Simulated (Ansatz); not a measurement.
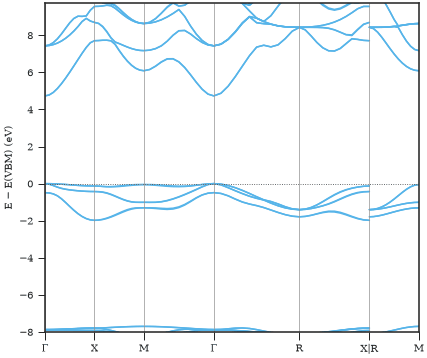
*Band structure from DFT-r²SCAN+D4 with spin–orbit coupling in the program Ansatz with PAW potentials*

Q: Read off the gap and where the band edges lie.

A: About 4.7 eV (4.73 eV by a search for the band edges); maximum at Γ, minimum at Γ.

The material is H4BrN in space group P-43m (No. 215; H on 4e, Br on 1b, N on 1a).

The first step of the workflow began from a Materials Project structure, measured or hypothetical; the Crystallography Open Database files this formula in space group No. 215, but the cells were not matched. Whether it is the stable phase at ambient conditions was not checked. The cell was relaxed with r²SCAN+D4 under the symmetry of its start; phonons on a q-mesh show no instability.

Potentials: the later of the program's two PAW sets.
